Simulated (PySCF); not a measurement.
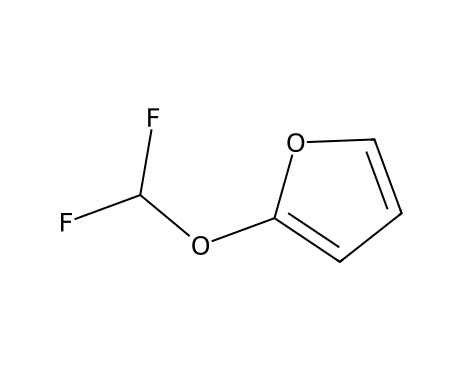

Figure made from data computed with PySCF.

2D structure.

### Give its SMILES.

FC(F)Oc1ccco1

### Give the formula, hydrogens included.

C5H4F2O2.

### An optimisation with GFN2-xTB gave a structure of which point group?

C1. Other conformers may differ.
